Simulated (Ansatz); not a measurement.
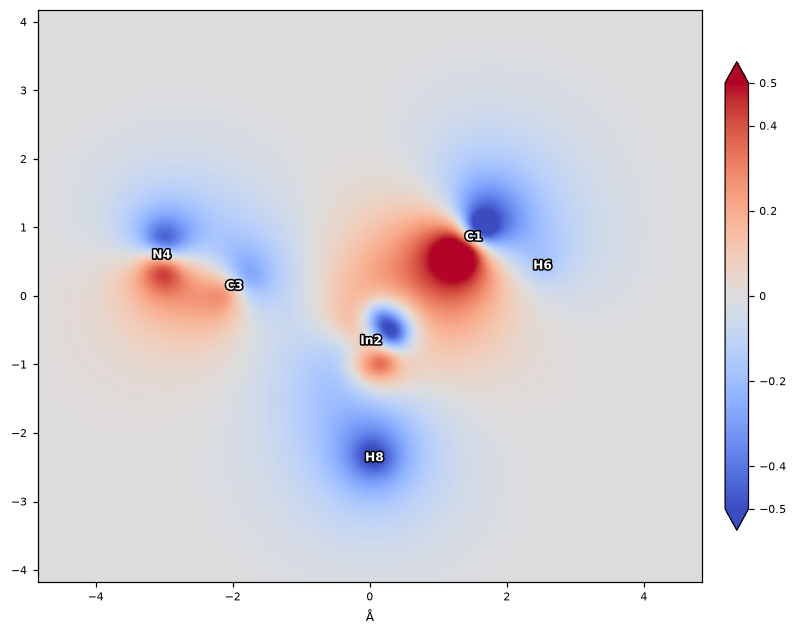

Figure 1: C₂H₄InN (SMILES [CH3][InH][C]#N). The HOMO on the plane of atoms C1, In2 and C3 (values in Å⁻³ᐟ²; the overall sign is arbitrary).

Geometry: PBE0-D4/def2-TZVP; core potentials replace the inner electrons of In.

Method: RKS PBE0-D4/def2-TZVPP in Ansatz 0.2.0.

Input file:

```
crystal:
  periodic: [false, false, false]
  atoms:
    - {symbol: C, position_ang: [-0.830804, 1.030880, -0.483845]}
    - {symbol: In, position_ang: [-0.108536, -0.566543, 0.727227]}
    - {symbol: C, position_ang: [1.775339, -1.343223, 0.045878]}
    - {symbol: N, position_ang: [2.787786, -1.743867, -0.338292]}
    - {symbol: H, position_ang: [-0.081077, 1.823371, -0.512060]}
    - {symbol: H, position_ang: [-1.770630, 1.432594, -0.108914]}
    - {symbol: H, position_ang: [-0.972739, 0.667115, -1.503100]}
    - {symbol: H, position_ang: [-0.707339, -1.357326, 2.117306]}
basis:
  gaussian: {orbitals: def2-TZVPP}
hamiltonian: {xc: pbe0, dispersion: d4}
output: {orbitals: {seedname: orbitals}}
```

Command:

```sh
ansatz run in.yaml --threads 2 --pin off --events-out ev --progress --plain --max-ram 32768MiB --backend cpu
```

Q: What is the character of this orbital?

A: It lies mainly on C1 (about 35 %), In2 (about 25 %), H8 (about 15 %), N4 (about 10 %) and C3 (about 5 %). Its energy is −8.47 eV.
